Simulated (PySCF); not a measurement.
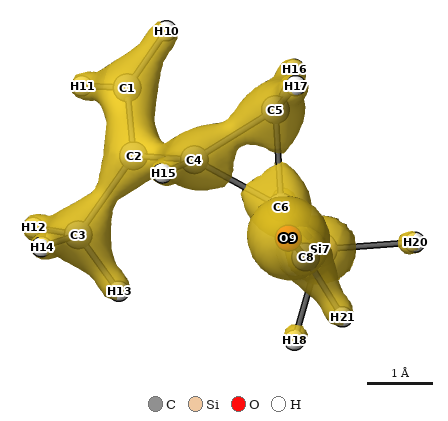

The picture shows: C7H12OSi. Isosurface of the total electron density at 1.5 e/Å³ (yellow), seen at a tilt.

Geometry: GFN2-xTB.

The calculation used PySCF, PBE0/pcSseg-1, SCF density, gas phase, non-relativistic.

| atom | x (Å) | y (Å) | z (Å) |
| --- | --- | --- | --- |
| C | 1.7664 | -1.6007 | 0.4311 |
| C | 1.3742 | -0.3400 | 0.3224 |
| C | 2.1115 | 0.6708 | -0.5032 |
| C | 0.1873 | 0.1986 | 1.0296 |
| C | -0.9614 | -0.6236 | 1.4542 |
| C | -1.1546 | 0.3459 | 0.2931 |
| Si | -1.4081 | -0.3440 | -1.4453 |
| C | -1.8797 | 1.5771 | 0.6319 |
| O | -1.8628 | 2.1305 | 1.7027 |
| H | 1.2407 | -2.3145 | 1.0411 |
| H | 2.6426 | -1.9646 | -0.0779 |
| H | 2.9915 | 0.2330 | -0.9661 |
| H | 1.4591 | 1.0611 | -1.2842 |
| H | 2.4222 | 1.5101 | 0.1183 |
| H | 0.4134 | 1.0572 | 1.6573 |
| H | -0.9758 | -1.6751 | 1.2112 |
| H | -1.4546 | -0.3716 | 2.3824 |
| H | -1.1382 | 0.7240 | -2.4112 |
| H | -0.5091 | -1.4718 | -1.6692 |
| H | -2.8017 | -0.7795 | -1.5548 |
| H | -2.4719 | 1.9940 | -0.2091 |

How is the density connected at this value?

At this value the surface falls into six separate pieces. It bridges the sampled C–O (1.21 Å), C–C (1.32 Å) and C–H (1.08 Å) contacts, where the density stays above the isovalue. It is pinched off along the sampled C–Si (1.89 Å) contacts. On the grid the lowest density along these lines, outside the cores, is 2.9 e/Å³ (C–O, 1.21 Å), 2.3 e/Å³ (C–C, 1.32 Å), 0.78 e/Å³ (C–Si, 1.89 Å) and 1.9 e/Å³ (C–H, 1.08 Å).
